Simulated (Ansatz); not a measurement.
# TiBi3C, from a guessed structure to a relaxed one

Starting from a made-up structure for TiBi3C, the aim is the relaxed cell, its shortest contacts and, where a second run follows, its electronic structure.

Calculated with Ansatz 0.2.0; DFT, PBEsol, plane-wave PAW, files of the set soft_1, scalar-relativistic, no spin, cell and ions relaxed at zero pressure; PAW set soft_1.

## 1. Set-up

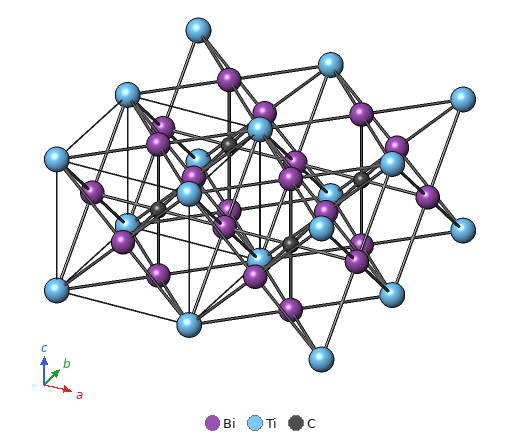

The starting structure, seen from a free direction (bismuth purple, titanium blue, carbon dark grey). 2×2×1 cells are drawn. Some periodic images of atoms are drawn too.

## 2. Relaxing cell and atoms

The guessed cell has no reason to be at equilibrium. It is relaxed with the atoms, within the space group of the guess.

The input, input.yaml:

```yaml
crystal:
  lattice:
    - [4.798, 0.0, 0.0]
    - [0.0, 4.798, 0.0]
    - [0.0, 0.0, 4.798]
  atoms:
    - { symbol: Bi, position: [0.5, 0.0, 0.5] }
    - { symbol: Bi, position: [0.0, 0.5, 0.5] }
    - { symbol: Bi, position: [0.5, 0.5, 0.0] }
    - { symbol: Ti, position: [0.0, 0.0, 0.0] }
    - { symbol: C, position: [0.5, 0.5, 0.5] }
kpoints:
  mp_grid: { grid: [6, 6, 6] }
scf:
  occupations: { method: fermi_dirac, width: 0.05 }
hamiltonian:
  xc: pbesol
  pseudopotentials: { kind: paw, azcp: { folder: soft_1 }, xc_functional: pbe }
relax:
  f_tol: 0.015
  max_steps: 70
  cell: {}
output:
  forces: true
  stress: true
```

On the command line:

```sh
ansatz run input.yaml --threads 4 --pin off --max-ram 8192MiB --backend cpu --events-out ev --progress --plain --runs-dir out
```

Numbers of over 12 decimals in the logs are rounded to 6 here.

The program printed:

```text
Engine: ansatz 0.2.0, aarch64-unknown-linux-gnu
Pseudopotentials: kind: paw
Pseudopotential: Bi, paw, valence charge 15, recommended cutoff 420 eV (normal), soft_1/Bi.paw.azcp
Pseudopotential: Ti, paw, valence charge 12, recommended cutoff 420 eV (normal), soft_1/Ti.paw.azcp
Pseudopotential: C, paw, valence charge 4, recommended cutoff 420 eV (normal), soft_1/C.paw.azcp
Functional definition: PBEsol
  exchange = pbesol_x
  correlation = pbesol_c
Crystal: 5 atoms, lattice volume = 110.454 Å³
Basis set: ecut = 420 eV, 2109 PW (Γ), exchange–correlation on 72×72×72 points (8 copies of the dense FFT grid, shifted against one another)
Bands: 37, of which v1, the nominal top of the filled ones, is band 31 counted from 1 (30 counted from 0)
Symmetry: 48 space group operations
Space group: Pm-3m (ITA 221), of the structure as read, at distance tolerance 4.8e-5 Å
k-points: 20 of 216
Non-local potential: Bi, projectors of the file, l = 0: 2, l = 1: 2, l = 2: 2, l = 3: 1
Non-local potential: Ti, projectors of the file, l = 0: 3, l = 1: 2, l = 2: 3, l = 3: 1
Non-local potential: C, projectors of the file, l = 0: 2, l = 1: 2, l = 2: 1
PAW form: soft (Blöchl's): semilocal exchange-correlation on the pseudo side does not see the compensation charge
PAW frozen core: Bi, regenerated for the run's functional, and the local potential with it (the file was generated under x = pbe(κ = 0.804, μ = 0.219515), c = pbe(β = 0.066725))
PAW frozen core: Ti, regenerated for the run's functional, and the local potential with it (the file was generated under x = pbe(κ = 0.804, μ = 0.219515), c = pbe(β = 0.066725))
PAW frozen core: C, regenerated for the run's functional, and the local potential with it (the file was generated under x = pbe(κ = 0.804, μ = 0.219515), c = pbe(β = 0.066725))
PAW one-centre angular grid: Bi, 590 points (default); XC on 64 Gauss nodes
PAW one-centre angular grid: Ti, 590 points (default); XC on 64 Gauss nodes
PAW one-centre angular grid: C, 110 points (default); XC on 64 Gauss nodes
Initial density: superposition of atomic densities (chi_scale 0.1, normalization cell, long waves kept (reshape's long-wave potential 0.03 eV rms))
Initial wavefunctions: pseudopotential atomic-orbital guess
Functional: x = pbesol(κ = 0.804, μ = 0.123457), c = pbesol(β = 0.046)
SCF iter   1: F=—  HF=-39451.311134 eV  |F-HF|=—  |Δ(HF+E_count)|=         —  Δρ=1.22e-1  dr2=3.53e1  ethr=3.10e-3  ⟨swp⟩=6.7  Hψ=2883  notcnv=0
preconditioner: auto → Kerker (q_TF=auto, 2.471 Å⁻¹)  [metal: Δε(μ)=0.013 eV  Ē_g=15.234 eV  σ=0.050 eV  W_gap=0.06  n_scr=26 (ndim 8)  ℏωp=25.7 eV  f_vac=0.000  D(μ)=10.35/eV (n_scr^D=122)]
SCF iter   2: F=—  HF=-39449.613526 eV  |F-HF|=—  |Δ(HF+E_count)|=    1.70e0  Δρ=6.23e-2  dr2=1.03e1  ethr=3.10e-3  ⟨swp⟩=2.2  Hψ=1091  notcnv=1  defer=1
SCF iter   3: F=—  HF=-39448.864705 eV  |F-HF|=—  |Δ(HF+E_count)|=   7.49e-1  Δρ=1.33e-2  dr2=5.30e-1  ethr=3.10e-3  ⟨swp⟩=2.0  Hψ=1019  notcnv=0  defer=1
SCF iter   4: F=—  HF=-39448.822329 eV  |F-HF|=—  |Δ(HF+E_count)|=   4.24e-2  Δρ=2.54e-3  dr2=1.54e-2  ethr=8.70e-4  ⟨swp⟩=1.7  Hψ=900  notcnv=0
SCF iter   5: F=—  HF=-39448.820746 eV  |F-HF|=—  |Δ(HF+E_count)|=   1.58e-3  Δρ=4.35e-4  dr2=3.20e-4  ethr=2.53e-5  ⟨swp⟩=1.9  Hψ=844  notcnv=0
SCF iter   6: F=—  HF=-39448.820690 eV  |F-HF|=—  |Δ(HF+E_count)|=   5.54e-5  Δρ=1.04e-4  dr2=1.55e-5  ethr=5.24e-7  ⟨swp⟩=3.0  Hψ=1363  notcnv=0
SCF iter   7: F=—  HF=-39448.820685 eV  |F-HF|=—  |Δ(HF+E_count)|=   5.61e-6  Δρ=4.09e-5  dr2=2.64e-6  ethr=2.55e-8  ⟨swp⟩=2.0  Hψ=1171  notcnv=0
SCF iter   8: F=—  HF=-39448.820684 eV  |F-HF|=—  |Δ(HF+E_count)|=   3.86e-7  Δρ=1.05e-5  dr2=1.57e-7  ethr=4.33e-9  ⟨swp⟩=2.0  Hψ=1261  notcnv=0
SCF iter   9: F=-39448.820684 eV  HF=-39448.820684 eV  |F-HF|=4.67e-9  |Δ(HF+E_count)|=   6.29e-9  Δρ=2.30e-6  dr2=7.72e-9  ethr=1.64e-10  ⟨swp⟩=4.0  Hψ=2258  notcnv=0
SCF 1 converged in 9 iterations: F = -39448.820684 eV  dr2 = 7.72e-9
  greatest PAW one-centre occupation: 0.999 electrons in one spin orbital (limit 2), on the Ti atom at site 3 (counted from 0), in its partial waves of l = 0
relax step   1: F+E_penalty+E_count = -39448.82068447 eV  Δ(F+E_penalty+E_count) = +0.000e0 eV  max|allowed force component| = 2.424e-29 eV/Å  Δτ_max = 0.0000 Å  P = +2.933 GPa  Ω = 110.454 Å³  (9 SCF iters, dr2 threshold 1.00e-7 eV, accepted)
Crystal: 5 atoms, lattice volume = 118.032 Å³
Basis set: ecut = 420 eV, 2325 PW (Γ), exchange–correlation on 72×72×72 points (8 copies of the dense FFT grid, shifted against one another)
Initial density: handed on by an earlier stage of this run
Initial wavefunctions: those handed on with the density
iter 1 solved again at ethr=2.19e-4 eV; its pass at ethr=3.10e-3 eV (dr2=1.34e-1 eV) is discarded
SCF iter   1: F=—  HF=-39448.848036 eV  |F-HF|=—  |Δ(HF+E_count)|=         —  Δρ=7.52e-3  dr2=1.31e-1  ethr=2.19e-4  ⟨swp⟩=1.0  Hψ=3605  notcnv=0
preconditioner: auto → Kerker (q_TF=auto, 2.444 Å⁻¹)  [metal: Δε(μ)=0.093 eV  Ē_g=16.366 eV  σ=0.050 eV  W_gap=0.36  n_scr=26 (ndim 8)  ℏωp=24.9 eV  f_vac=0.000  D(μ)=3.87/eV (n_scr^D=26)]
SCF iter   2: F=—  HF=-39448.830421 eV  |F-HF|=—  |Δ(HF+E_count)|=   1.76e-2  Δρ=3.40e-3  dr2=3.32e-2  ethr=2.15e-4  ⟨swp⟩=2.0  Hψ=937  notcnv=0
SCF iter   3: F=—  HF=-39448.825789 eV  |F-HF|=—  |Δ(HF+E_count)|=   4.63e-3  Δρ=8.62e-4  dr2=2.92e-3  ethr=5.44e-5  ⟨swp⟩=2.0  Hψ=913  notcnv=0
SCF iter   4: F=—  HF=-39448.825521 eV  |F-HF|=—  |Δ(HF+E_count)|=   2.68e-4  Δρ=2.24e-4  dr2=7.11e-5  ethr=4.79e-6  ⟨swp⟩=1.9  Hψ=807  notcnv=0
SCF iter   5: F=—  HF=-39448.825496 eV  |F-HF|=—  |Δ(HF+E_count)|=   2.47e-5  Δρ=3.98e-5  dr2=6.63e-6  ethr=1.17e-7  ⟨swp⟩=2.0  Hψ=951  notcnv=0
SCF iter   6: F=—  HF=-39448.825495 eV  |F-HF|=—  |Δ(HF+E_count)|=   1.03e-6  Δρ=1.56e-5  dr2=1.08e-6  ethr=1.09e-8  ⟨swp⟩=1.6  Hψ=755  notcnv=0
SCF iter   7: F=-39448.825495 eV  HF=-39448.825495 eV  |F-HF|=2.39e-9  |Δ(HF+E_count)|=   1.46e-7  Δρ=2.38e-6  dr2=9.49e-9  ethr=8.20e-10  ⟨swp⟩=4.0  Hψ=2247  notcnv=0
SCF 2 converged in 7 iterations: F = -39448.825495 eV  dr2 = 9.49e-9
relax step   2: F+E_penalty+E_count = -39448.82549526 eV  Δ(F+E_penalty+E_count) = -4.811e-3 eV  max|allowed force component| = 8.599e-30 eV/Å  Δτ_max = 0.0000 Å  P = -2.335 GPa  Ω = 118.032 Å³  energy of the carried Pulay correction = -1.811e-3 eV  (7 SCF iters, dr2 threshold 5.00e-7 eV, accepted)
Crystal: 5 atoms, lattice volume = 114.549 Å³
Basis set: ecut = 420 eV, 2205 PW (Γ), exchange–correlation on 72×72×72 points (8 copies of the dense FFT grid, shifted against one another)
iter 1 solved again at ethr=3.81e-5 eV; its pass at ethr=3.10e-3 eV (dr2=2.33e-2 eV) is discarded
SCF iter   1: F=—  HF=-39448.857946 eV  |F-HF|=—  |Δ(HF+E_count)|=         —  Δρ=3.21e-3  dr2=2.27e-2  ethr=3.81e-5  ⟨swp⟩=1.1  Hψ=3586  notcnv=0
preconditioner: auto → Kerker (q_TF=auto, 2.456 Å⁻¹)  [metal: Δε(μ)=0.069 eV  Ē_g=16.322 eV  σ=0.050 eV  W_gap=0.31  n_scr=26 (ndim 8)  ℏωp=25.3 eV  f_vac=0.000  D(μ)=4.22/eV (n_scr^D=26)]
SCF iter   2: F=—  HF=-39448.854938 eV  |F-HF|=—  |Δ(HF+E_count)|=   3.01e-3  Δρ=1.50e-3  dr2=5.90e-3  ethr=3.72e-5  ⟨swp⟩=1.9  Hψ=790  notcnv=0
SCF iter   3: F=—  HF=-39448.854016 eV  |F-HF|=—  |Δ(HF+E_count)|=   9.23e-4  Δρ=2.89e-4  dr2=3.16e-4  ethr=9.67e-6  ⟨swp⟩=1.9  Hψ=880  notcnv=0
SCF iter   4: F=—  HF=-39448.853976 eV  |F-HF|=—  |Δ(HF+E_count)|=   3.93e-5  Δρ=3.93e-5  dr2=3.43e-6  ethr=5.18e-7  ⟨swp⟩=1.9  Hψ=816  notcnv=0
iter 5 did not close the SCF: its close was put off for the readings that it lacked (scf_convergence_deferred on its scf_iter line)
SCF iter   5: F=-39448.853976 eV  HF=-39448.853976 eV  |F-HF|=2.26e-7  |Δ(HF+E_count)|=   6.53e-7  Δρ=1.12e-5  dr2=3.37e-7  ethr=5.62e-9  ⟨swp⟩=2.0  Hψ=962  notcnv=0
SCF iter   6: F=-39448.853976 eV  HF=-39448.853976 eV  |F-HF|=8.16e-9  |Δ(HF+E_count)|=   8.37e-8  Δρ=3.01e-6  dr2=1.78e-8  ethr=5.53e-10  ⟨swp⟩=2.0  Hψ=2417  notcnv=0
SCF 3 converged in 6 iterations: F = -39448.853976 eV  dr2 = 1.78e-8
relax step   3: F+E_penalty+E_count = -39448.85397564 eV  Δ(F+E_penalty+E_count) = -2.848e-2 eV  max|allowed force component| = 1.239e-29 eV/Å  Δτ_max = 0.0000 Å  P = -0.149 GPa  Ω = 114.549 Å³  energy of the carried Pulay correction = -9.937e-4 eV  (6 SCF iters, dr2 threshold 5.00e-7 eV, accepted)
Crystal: 5 atoms, lattice volume = 114.336 Å³
iter 1 solved again at ethr=1.40e-7 eV; its pass at ethr=3.10e-3 eV (dr2=8.57e-5 eV) is discarded
SCF iter   1: F=—  HF=-39448.854114 eV  |F-HF|=—  |Δ(HF+E_count)|=         —  Δρ=2.05e-4  dr2=9.19e-5  ethr=1.40e-7  ⟨swp⟩=2.0  Hψ=3367  notcnv=0
preconditioner: auto → Kerker (q_TF=auto, 2.457 Å⁻¹)  [metal: Δε(μ)=0.092 eV  Ē_g=16.364 eV  σ=0.050 eV  W_gap=0.40  n_scr=26 (ndim 8)  ℏωp=25.3 eV  f_vac=0.000  D(μ)=4.04/eV (n_scr^D=26)]
SCF iter   2: F=—  HF=-39448.854096 eV  |F-HF|=—  |Δ(HF+E_count)|=   1.86e-5  Δρ=9.45e-5  dr2=2.34e-5  ethr=1.40e-7  ⟨swp⟩=1.9  Hψ=824  notcnv=0
SCF iter   3: F=—  HF=-39448.854128 eV  |F-HF|=—  |Δ(HF+E_count)|=   3.24e-5  Δρ=1.95e-5  dr2=1.46e-6  ethr=3.84e-8  ⟨swp⟩=1.9  Hψ=876  notcnv=0
iter 4 did not close the SCF: its close was put off for the readings that it lacked (scf_convergence_deferred on its scf_iter line)
SCF iter   4: F=-39448.854128 eV  HF=-39448.854128 eV  |F-HF|=9.71e-9  |Δ(HF+E_count)|=   1.73e-7  Δρ=3.06e-6  dr2=1.52e-8  ethr=2.39e-9  ⟨swp⟩=2.0  Hψ=824  notcnv=0
iter 5 did not close the SCF: its close was put off for the readings that it lacked (scf_convergence_deferred on its scf_iter line)
SCF iter   5: F=-39448.854128 eV  HF=-39448.854128 eV  |F-HF|=2.02e-9  |Δ(HF+E_count)|=   5.33e-9  Δρ=9.22e-7  dr2=2.72e-9  ethr=2.50e-11  ⟨swp⟩=3.0  Hψ=1516  notcnv=0
SCF iter   6: F=-39448.854128 eV  HF=-39448.854128 eV  |F-HF|=5.82e-11  |Δ(HF+E_count)|=  8.66e-10  Δρ=2.46e-7  dr2=1.25e-10  ethr=4.46e-12  ⟨swp⟩=1.9  Hψ=1947  notcnv=0
SCF 4 converged in 6 iterations: F = -39448.854128 eV  dr2 = 1.25e-10
relax step   4: F+E_penalty+E_count = -39448.85412799 eV  Δ(F+E_penalty+E_count) = -1.523e-4 eV  max|allowed force component| = 3.734e-30 eV/Å  Δτ_max = 0.0000 Å  P = -0.004 GPa  Ω = 114.336 Å³  energy of the carried Pulay correction = -9.429e-4 eV  (6 SCF iters, dr2 threshold 5.56e-8 eV, accepted)
Initial wavefunctions: pseudopotential atomic-orbital guess (no wavefunctions were taken with the density)
iter 1 solved again at ethr=4.31e-7 eV; its pass at ethr=3.10e-3 eV (dr2=2.63e-4 eV) is discarded
SCF iter   1: F=—  HF=-39448.855121 eV  |F-HF|=—  |Δ(HF+E_count)|=         —  Δρ=1.60e-4  dr2=9.73e-7  ethr=4.31e-7  ⟨swp⟩=3.0  Hψ=4708  notcnv=0
preconditioner: auto → Kerker (q_TF=auto, 2.457 Å⁻¹)  [metal: Δε(μ)=0.094 eV  Ē_g=16.366 eV  σ=0.050 eV  W_gap=0.40  n_scr=26 (ndim 8)  ℏωp=25.3 eV  f_vac=0.000  D(μ)=4.03/eV (n_scr^D=26)]
SCF iter   2: F=—  HF=-39448.855137 eV  |F-HF|=—  |Δ(HF+E_count)|=   1.52e-5  Δρ=8.14e-5  dr2=2.30e-7  ethr=1.59e-9  ⟨swp⟩=2.0  Hψ=1260  notcnv=0
SCF iter   3: F=—  HF=-39448.855140 eV  |F-HF|=—  |Δ(HF+E_count)|=   3.47e-6  Δρ=4.49e-6  dr2=2.14e-9  ethr=3.77e-10  ⟨swp⟩=2.0  Hψ=839  notcnv=0
SCF iter   4: F=—  HF=-39448.855140 eV  |F-HF|=—  |Δ(HF+E_count)|=   9.13e-9  Δρ=3.79e-7  dr2=8.35e-11  ethr=3.51e-12  ⟨swp⟩=2.0  Hψ=978  notcnv=0
iter 5 did not close the SCF: its close was put off for the readings that it lacked (scf_convergence_deferred on its scf_iter line)
SCF iter   5: F=-39448.855140 eV  HF=-39448.855140 eV  |F-HF|=2.91e-11  |Δ(HF+E_count)|=  1.46e-11  Δρ=1.01e-7  dr2=8.73e-12  ethr=1.00e-12  ⟨swp⟩=1.0  Hψ=740  notcnv=0
iter 6 did not close the SCF: its close was put off for the readings that it lacked (scf_convergence_deferred on its scf_iter line)
SCF iter   6: F=-39448.855140 eV  HF=-39448.855140 eV  |F-HF|=1.46e-11  |Δ(HF+E_count)|=  2.91e-11  Δρ=1.05e-8  dr2=9.45e-14  ethr=1.00e-12  ⟨swp⟩=1.0  Hψ=740  notcnv=0
iter 7 did not close the SCF: its close was put off for the readings that it lacked (scf_convergence_deferred on its scf_iter line)
SCF iter   7: F=-39448.855140 eV  HF=-39448.855140 eV  |F-HF|=2.18e-11  |Δ(HF+E_count)|=    0.00e0  Δρ=3.54e-9  dr2=2.21e-14  ethr=1.00e-12  ⟨swp⟩=1.0  Hψ=740  notcnv=0
iter 8 did not close the SCF: its close was put off for the readings that it lacked (scf_convergence_deferred on its scf_iter line)
SCF iter   8: F=-39448.855140 eV  HF=-39448.855140 eV  |F-HF|=0.00e0  |Δ(HF+E_count)|=  7.28e-12  Δρ=1.03e-9  dr2=2.55e-15  ethr=1.00e-12  ⟨swp⟩=1.0  Hψ=740  notcnv=0
SCF iter   9: F=-39448.855140 eV  HF=-39448.855140 eV  |F-HF|=7.28e-12  |Δ(HF+E_count)|=  2.18e-11  Δρ=2.15e-10  dr2=8.97e-17  ethr=1.00e-12  ⟨swp⟩=1.0  Hψ=1560  notcnv=0
SCF 5 converged in 9 iterations: F = -39448.855140 eV  dr2 = 8.97e-17
relax step   5: F+E_penalty+E_count = -39448.85514017 eV  Δ(F+E_penalty+E_count) = -1.012e-3 eV  max|allowed force component| = 1.120e-29 eV/Å  Δτ_max = 0.0000 Å  P = +0.005 GPa  Ω = 114.336 Å³  stress off target by 5.05e-3 GPa  SCF on the basis re-selected at this cell (its energy is not comparable with the rows above)  (9 SCF iters)
basis re-selected at this cell: Δ(F+E_penalty+E_count) = -1.012e-3 eV, ΔP = +0.009 GPa vs the last step (what re-selecting the basis moved, of the pressure what is left beyond the Pulay correction that the steps carried, after the strain that the cell walked since its last selection, with what the two solves' SCF thresholds leave and, on support functions, any second-order correction that the steps lacked; it is no m [...]
SCF converged after 9 iterations
Free energy (F): -39448.855140 eV
Harris-Foulkes:  -39448.855140 eV  (|F-HF|=7.28e-12)
Internal energy: -39448.818742 eV  (E = F + TS)
E sigma→0 (E₀):  -39448.836941 eV
Entropy (-TS):   -0.036398 eV (-7.280 meV/atom)
Fermi energy:    12.274917 eV
--- Per-component energies (eV) ---
  E_band       = -370.398608
  E_kinetic    = 1124.189180
  E_local      = -4568.799136  (includes V_loc(G=0)·N_el)
  E_nonlocal   = 1321.303570
  E_hartree    = 1706.513147
  E_xc         = -611.343236
  E_vxc        = -593.227516  (∫ρ·V_xc dr)
  E_paw        = -32641.466470  (= ΣΔE_a)
  E_vpaw       = -1066.891549  (= ΣTr[D̂ρ^β])
  E_aug_tail   = 0.000551  (compensation charges beyond the density's cutoff)
  E_ewald      = -5779.646216
  E_core_change = 0.429868  (= ΣΔE_core)
  E_smearing   = -0.036398  (= −TS)
  E_closure    = -0.000000  (closes the sum)
  Σ components = -39448.855140   (vs F -39448.855140, Δ=0.00e0)
--- Forces (eV/Å), atoms counted from 1 ---
  atom   1  Bi     0.00000000     0.00000000     0.00000000
  atom   2  Bi     0.00000000     0.00000000     0.00000000
  atom   3  Bi     0.00000000    -0.00000000    -0.00000000
  atom   4  Ti    -0.00000000    -0.00000000     0.00000000
  atom   5  C     -0.00000000     0.00000000     0.00000000
  max |Σ_I F_I| component: 8.55e-30 eV/Å
--- Stress (GPa, compression-positive) ---
        0.005053      -0.000000       0.000000
       -0.000000       0.005053      -0.000000
        0.000000      -0.000000       0.005053
  P = ⅓ Tr σ = 0.0051 GPa (0.051 kbar)
--- Relaxed structure (4 steps of the walk, 4 accepted, 1 SCFs on fresh bases) ---
  F+E_penalty+E_count = -39448.85514017 eV   max|allowed force component| = 1.120e-29 eV/Å   (the final SCF, on the basis selected at the relaxed cell)
  cell:  # Å, volume = 114.3359 Å³
    - [4.853566, 0, 0]
    - [0, 4.853566, 0.0]
    - [0, 0.0, 4.853566]
  atoms:
    - { symbol: Bi, position: [0.5, 0, 0.5] }
    - { symbol: Bi, position: [0, 0.5, 0.5] }
    - { symbol: Bi, position: [0.5, 0.5, 0] }
    - { symbol: Ti, position: [0, 0, 0] }
    - { symbol: C, position: [0.5, 0.5, 0.5] }
```

Elapsed: 6 s, on 4 threads of Arm Neoverse V2, shared host; peak memory 0.47 GiB.

The steps of the relaxation:

```csv
step,energy less that of the first step (eV),largest force component (eV/Å),pressure (GPa),volume (Å³)
1,0.0000,0.0000,2.93,110.45
2,-0.0048,0.0000,-2.34,118.03
3,-0.0333,0.0000,-0.15,114.55
4,-0.0334,0.0000,0.00,114.34
5*,-0.0345,0.0000,0.01,114.34
```

Relaxation steps marked * repeat the geometry before them on a plane-wave basis chosen anew for their cell, so energy and pressure can jump there.

The run keeps the 48 symmetry operations that it works with, so distortions that break them were not tested.

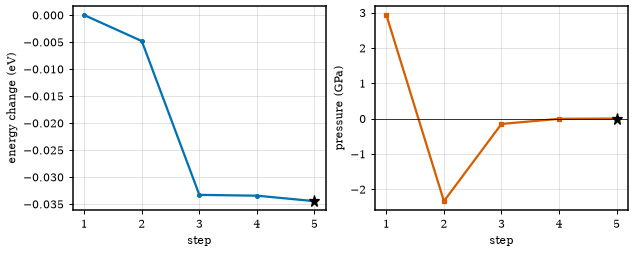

Energy and pressure along the relaxation. Stars mark steps on a basis chosen anew.

```csv
"conventional cell, symmetrised",before,after,change
a (Å),4.798,4.854,+1.2 %
b (Å),4.798,4.854,+1.2 %
c (Å),4.798,4.854,+1.2 %
volume (Å³/atom),22.09,22.87,+3.5 %
```

The relaxed structure:

```xyz
5
Lattice="4.8536 0.0000 0.0000 0.0000 4.8536 0.0000 0.0000 0.0000 4.8536" Properties=species:S:1:pos:R:3 pbc="T T T"
Bi    2.4268    0.0000    2.4268
Bi    0.0000    2.4268    2.4268
Bi    2.4268    2.4268    0.0000
Ti    0.0000    0.0000    0.0000
C     2.4268    2.4268    2.4268
```

This step gave:

```yaml
free_energy: -39448.8551 eV
energy_at_zero_smearing: -39448.8369 eV
smearing_term_ts: 0.03640 eV
fermi_energy: 12.27 eV
electrons: 61
symmetry_operations: 48
pressure: 0.005053 GPa
```

Shortest distances by pair of elements, guess and relaxed (not always the same contact):

```csv
pair,guess (Å),relaxed (Å)
Bi–C,2.399,2.427
Bi–Bi,3.393,3.432
Bi–Ti,3.393,3.432
C–Ti,4.155,4.203
Ti–Ti,4.798,4.854
```

The relaxation ends with a pressure of 0.01 GPa.

## 3. Results

| Item | Value |
| --- | --- |
| space group, relaxed | Pm-3m |
| conventional cell | a = 4.854, b = 4.854, c = 4.854 Å; α = 90.0°, β = 90.0°, γ = 90.0° |
| volume per atom | 22.87 Å³ (guess 22.09) |

**Reading.** TiBi3C relaxes to Pm-3m with a = 4.854, b = 4.854 and c = 4.854 Å. The guessed volume was 3 % too small. The space group Pm-3m was held in the relaxation, so the end point is a stationary structure within it and may be a saddle against distortions or other arrangements. Mesh and cutoff weren't tested. Spin-orbit coupling is left out, which can matter for elements this heavy. No dispersion term is used, so weakly bound directions may come out too long. The runs have no spin, and magnetism wasn't tested. Nothing here tests whether the compound is stable against decomposition.

[Logs are printed without paths, hosts, clocks, repeated set-up lines and the standing remarks that a program may print on its own settings, such as how far it seeks lower states.]

[Hosts, paths, dates, database ids (printed as entryN), source tags and the programs' standing remarks are cut or masked in the printed files.]
